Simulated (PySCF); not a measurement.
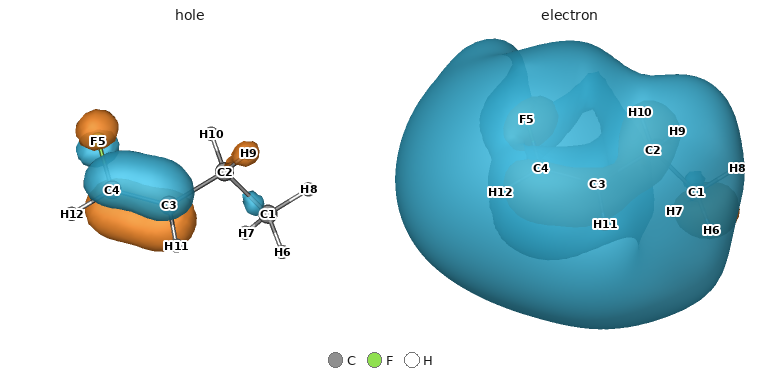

Figure. C4H7F, SMILES `CC/C=C\F`. Leading natural transition orbital pair of S₁ (TDA singlet states); the surfaces enclose about 70 % of each orbital's density.

Level of theory: CAM-B3LYP/def2-SVPD (PySCF), at a geometry from GFN2-xTB. No frequency check shows the geometry to be a minimum.

Question: Give its energy and the atoms that hole and electron lie on.

Answer: 6.94 eV (179 nm), f = 0.028, diffuse (Rydberg-like) orbital; the leading pair carries 100 %; hole on C3 (35 %), C4 (34 %) and F5 (13 %), electron on C4 (18 %), H11 and H12 (16 % each) and F5 (14 %) (atom shares of so diffuse an orbital are rough); their centroids lie 0.3 Å apart. In canonical orbitals it is mainly HOMO → LUMO (58 %). The HOMO–LUMO gap is 10.01 eV.

Run time: 11 min on 1 thread of Arm Neoverse V2 (shared host), peak memory 0.83 GiB.
